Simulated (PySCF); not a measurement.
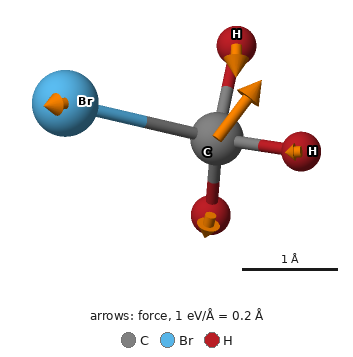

Starting geometry of CH₃Br with the computed forces as orange arrows. A ball-and-stick model, seen from a free direction.

The start comes from MMFF94s. Its atoms were then displaced at random by about 0.03 Å.

Theory: PySCF 2.14.0, density-fitted response routines, PBE0-D3(BJ)/def2-SVP geometry optimisation, gas phase. 

### Is this structure relaxed? If not, where do the atoms go?

It isn't relaxed: the largest force vector, on the C atom, is 3.93 eV/Å. The final displacements follow the starting forces only in part (cosine between the two patterns 0.66). The atom that moves furthest after the best rigid fit is the C atom (0.076 Å). By element the largest moves are C 0.076 Å, Br 0.064 Å, H 0.062 Å. Among the contacts that change: Br–C 1.859 → 1.929 Å, C–H 1.161 → 1.096 Å, C–H 1.058 → 1.096 Å, C–H 1.122 → 1.096 Å. Bond angles that change, for instance: Br–C–H 114.8° → 108.5°, Br–C–H 102.8° → 108.4°, Br–C–H 113.8° → 108.5°. After 5 geometry steps the energy has fallen by 4.94 kcal/mol. The run took 9.1 s on 1 thread of Arm Neoverse N1 (shared host).
